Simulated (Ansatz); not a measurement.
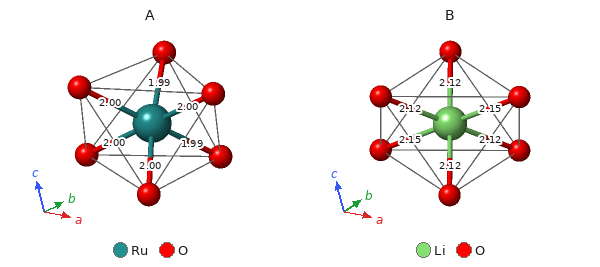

Sites of one shape (octahedron) in LiRu2Au3O6, C2/m. Shape measures S are computed against regular polyhedra or, for capped shapes, the nearer of the equal-edge and equal-bond forms. Origin: coordinates from a relaxation (final pressure about 3.5 GPa) with DFT, PAW plane waves, pbe in Ansatz; the starting structure was generated, so it need not be a known form of this composition.

### Rank the polyhedra from the most regular to the most distorted, by the shape measure S.

A (RuO6, S = 0.59, bonds 1.99 to 2.00 Å), B (LiO6, S = 1.02, bonds 2.12 to 2.15 Å).
